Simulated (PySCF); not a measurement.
C5H12O3Si2

```yaml
atoms:
  - { symbol: O, position_ang: [3.2331, 1.8653, -1.7077] }
  - { symbol: C, position_ang: [2.2884, 2.2270, -1.0699] }
  - { symbol: O, position_ang: [1.3733, 1.4758, -0.4930] }
  - { symbol: C, position_ang: [1.4841, 0.0552, -0.6110] }
  - { symbol: C, position_ang: [1.1751, -0.7003, 0.6848] }
  - { symbol: C, position_ang: [0.1770, -1.5887, -0.0878] }
  - { symbol: Si, position_ang: [-1.5470, -1.8117, 0.6821] }
  - { symbol: O, position_ang: [-2.1739, -0.3540, 0.9854] }
  - { symbol: Si, position_ang: [-2.4820, 1.2363, 1.1038] }
  - { symbol: C, position_ang: [0.2912, -0.6281, -1.2904] }
  - { symbol: H, position_ang: [2.0483, 3.2864, -0.8688] }
  - { symbol: H, position_ang: [2.4521, -0.1838, -1.0591] }
  - { symbol: H, position_ang: [0.6904, -0.0499, 1.4105] }
  - { symbol: H, position_ang: [2.0176, -1.2030, 1.1555] }
  - { symbol: H, position_ang: [0.6298, -2.5513, -0.3259] }
  - { symbol: H, position_ang: [-2.4510, -2.4613, -0.2644] }
  - { symbol: H, position_ang: [-1.4419, -2.4869, 1.9736] }
  - { symbol: H, position_ang: [-1.3869, 1.9704, 0.4736] }
  - { symbol: H, position_ang: [-2.5732, 1.5102, 2.5362] }
  - { symbol: H, position_ang: [-3.7503, 1.4415, 0.4073] }
  - { symbol: H, position_ang: [0.4915, -1.0792, -2.2599] }
  - { symbol: H, position_ang: [-0.5560, 0.0497, -1.3756] }
```

Geometry: GFN2-xTB.

Theory: PySCF, PBE0/pcSseg-1, SCF density, gas phase, non-relativistic.

### What can the converged electron density and electron localisation function tell about the bonding?

Si–O (1.62 Å): ρ at the midpoint is about 1.1 e/Å³; the ELF peaks at about 0.85 between the atoms; a short, strongly polar bond.
C–Si (1.90 Å): the density is about 0.94 e/Å³ at the midpoint; the ELF peaks at about 0.95 between the atoms, as expected for a covalent bond.
C–H (1.10 Å): the density is about 2.1 e/Å³ at the midpoint; the ELF climbs to about 1 towards the hydrogen, as it does in any bond to H: an ordinary covalent bond to hydrogen.
C–O (1.32 Å): ρ at the midpoint is about 2.6 e/Å³; the ELF peaks at about 0.90 between the atoms, as expected for a polar covalent bond.

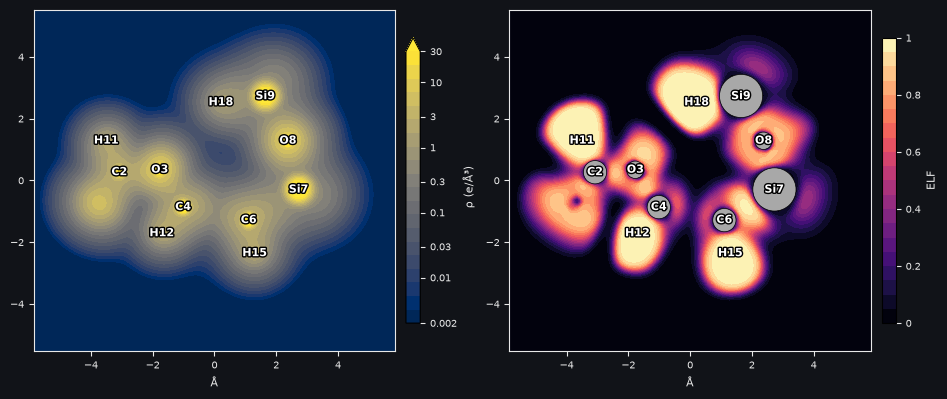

Computed electron density and electron localisation function on the plane of atoms O3, C4 and H12, in this order. Grey discs cover the atomic cores in the ELF map. 
